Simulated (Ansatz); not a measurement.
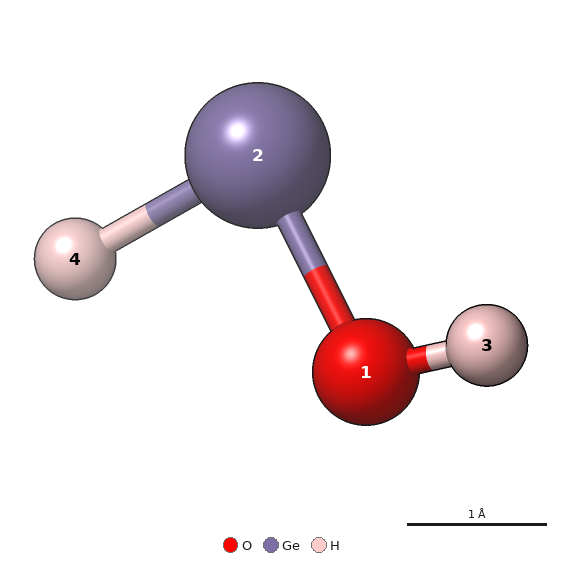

Orthographic view. Atoms fade into the background with distance from the viewer. The geometry was computed by an optimisation with PBE-D4/def2-SVP. No frequency run is at hand to confirm it as a minimum.

Write a Z-matrix (Å, degrees) in the order of the atom numbers, with these reference atoms: 2 to 1; 3 to 1, 2; 4 to 2, 1, 3.

```
O  
Ge   1   1.817
H    1   0.978   2   108.8
H    2   1.619   1    92.5   3   180.0
```
